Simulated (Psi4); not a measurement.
# HO2 (SMILES [O]O): UPBE/cc-pwCVTZ (sweep point 5)

What is the vertical ionisation energy of HO2 at UPBE/cc-pwCVTZ (sweep point 5)? Input form: a Python script.

The results are computed with Psi4 1.11.

2 further runs of the same task are left out: 2 that didn't finish.

## 1. The structure to begin with

The species is HO2 (3 atoms), meant as a doublet with charge 0. SMILES: `[O]O`. Geometry: relaxed at PBE0-D4/def2-TZVP.

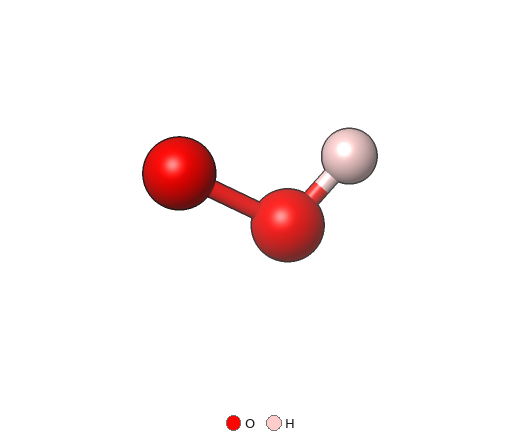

The structure, seen from a chosen angle (oxygen red, hydrogen pink).

## 2. A single-point energy at UPBE/cc-pwCVTZ (sweep point 5)

calc.py reads:

```python
import psi4

psi4.set_memory('1600 MB')
psi4.set_num_threads(1)
psi4.core.set_output_file('psi4.out', False)

m = psi4.geometry("""
0 2
O     -0.355150     0.941950    -0.088650
O     -0.244540    -0.359400    -0.172440
H      0.599690    -0.582550     0.261090
symmetry c1
""")

psi4.set_options({
    'basis': 'cc-pwCVTZ',
    'reference': 'uks',
    'puream': True,
    'scf_type': 'pk',
    'dft_radial_points': 99,
    'dft_spherical_points': 590,
    'maxiter': 100,
})

e_tot = psi4.energy('pbe')
print('E =', round(e_tot, 9))
```

Run with:

```bash
$ python calc.py
```

psi4.out:

```text
[...]
  Running in c1 symmetry.
[...]
  Nuclear repulsion =   32.530556905833272
[...]
  Multiplicity = 2
[...]
  Nalpha       = 9
  Nbeta        = 8
[...]
    Number of basis functions: 100
[...]
   @UKS iter   1:  -150.75616010577201   -2.41535e-01   4.40910e-03 ADIIS/DIIS
[...]
   @UKS iter   8:  -150.82240667724332   -1.90545e-08   9.49700e-07 DIIS
[...]
   @S^2 Observed:                7.518726110E-01
[...]
    Orbital Energies [Eh]
    ---------------------
    Alpha Occupied:
       1A    -18.874016     2A    -18.817016     3A     -1.114659
       4A     -0.787017     5A     -0.509770     6A     -0.434234
       7A     -0.429184     8A     -0.237392     9A     -0.231750
    Alpha Virtual:
      10A     -0.008701    11A      0.070549    12A      0.321197
      13A      0.451664    14A      0.459514    15A      0.473264
      16A      0.526174    17A      0.582542    18A      0.591198
      19A      0.653761    20A      0.687137    21A      0.770714
      22A      0.943762    23A      1.152987    24A      1.188592
      25A      1.348231    26A      1.417289    27A      1.440283
[...]
  @UKS Final Energy:  -150.82240667724332
   => Energetics <=
    Nuclear Repulsion Energy =             32.5305569058332722
    One-Electron Energy =                -271.8929048791207492
    Two-Electron Energy =                 105.8344116906481815
    DFT Exchange-Correlation Energy =     -17.2944703946040264
    Empirical Dispersion Energy =           0.0000000000000000
    VV10 Nonlocal Energy =                  0.0000000000000000
    Total Energy =                       -150.8224066772433218
[...]
 Multipole Moments:
 ------------------------------------------------------------------------------------
     Multipole            Electronic (a.u.)      Nuclear  (a.u.)        Total (a.u.)
 ------------------------------------------------------------------------------------
 L = 1.  Multiply by 2.5417464519 to convert [e a0] to [Debye]
 Dipole X            :         -0.2116102            0.8880226            0.6764123
 Dipole Y            :          0.2269311           -0.7976444           -0.5707134
 Dipole Z            :         -0.0000000           -0.0000000           -0.0000000
 Magnitude           :                                                    0.8850127
[...]
```

The script printed:

```text
E = -150.822406677
```

It took 11 s on 1 thread of Intel Xeon at 2.70GHz, shared host; peak memory 0.8 GiB.

## 3. The singlet cation at the same level

calc.py reads:

```python
import psi4

psi4.set_memory('1600 MB')
psi4.set_num_threads(1)
psi4.set_output_file('ho2.out', False)

mol = psi4.geometry("""
1 1
O     -0.355150     0.941950    -0.088650
O     -0.244540    -0.359400    -0.172440
H      0.599690    -0.582550     0.261090
units angstrom
symmetry c1
""")

psi4.set_options(dict(basis='cc-pwCVTZ', puream=True, scf_type='pk', dft_radial_points=99, dft_spherical_points=590))

energy_value = psi4.energy("PBE", molecule=mol)
print('E =', round(energy_value, 9))
```

Run with:

```bash
$ python calc.py
```

ho2.out:

```text
[...]
  Running in c1 symmetry.
[...]
  Nuclear repulsion =   32.530556905833272
[...]
  Multiplicity = 1
[...]
  Nalpha       = 8
  Nbeta        = 8
[...]
    Number of basis functions: 100
[...]
   @RKS iter   1:  -150.36832643013406    1.46299e-01   2.33596e-03 DIIS/ADIIS
[...]
   @RKS iter   9:  -150.38439055920776   -8.42182e-08   5.02518e-07 DIIS
[...]
    Orbital Energies [Eh]
    ---------------------
    Doubly Occupied:
       1A    -19.344247     2A    -19.309192     3A     -1.541925
       4A     -1.198177     5A     -0.917252     6A     -0.840944
       7A     -0.837439     8A     -0.641783
[...]
  @RKS Final Energy:  -150.38439055920776
   => Energetics <=
    Nuclear Repulsion Energy =             32.5305569058332722
    One-Electron Energy =                -264.5366684634115018
    Two-Electron Energy =                  98.4548681499670977
    DFT Exchange-Correlation Energy =     -16.8331471515966271
    Empirical Dispersion Energy =           0.0000000000000000
    VV10 Nonlocal Energy =                  0.0000000000000000
    Total Energy =                       -150.3843905592077590
[...]
 Multipole Moments:
 ------------------------------------------------------------------------------------
     Multipole            Electronic (a.u.)      Nuclear  (a.u.)        Total (a.u.)
 ------------------------------------------------------------------------------------
 L = 1.  Multiply by 2.5417464519 to convert [e a0] to [Debye]
 Dipole X            :         -0.0787329            0.8880226            0.8092896
 Dipole Y            :          0.2197237           -0.7976444           -0.5779208
 Dipole Z            :          0.0000001           -0.0000000            0.0000001
 Magnitude           :                                                    0.9944557
[...]
```

The script printed:

```text
E = -150.384390559
```

Wall time 9.6 s (1 thread of Intel Xeon at 2.70GHz, shared host); peak memory 0.8 GiB.

## 4. What came out

Level: UPBE/cc-pwCVTZ (sweep point 5).

```
                                          quantity          value
                         doublet HO2: total energy  -150.82241 Eh
                        doublet HO2: dipole moment         2.25 D
   doublet HO2: HOMO energy (highest over α and β)       -5.89 eV
    doublet HO2: LUMO energy (lowest over α and β)       -4.38 eV
                                 doublet HO2: ⟨S²⟩          0.752
                      singlet cation: total energy  -150.38439 Eh
                       singlet cation: HOMO energy      -17.46 eV
                       singlet cation: LUMO energy      -17.43 eV
                     singlet cation: HOMO–LUMO gap        0.04 eV
vertical ionisation energy (to the singlet cation)      11.919 eV
```

Removing an electron at fixed nuclei costs 11.92 eV (275 kcal/mol). Only the singlet of the ionised species was computed; a triplet could lie lower.
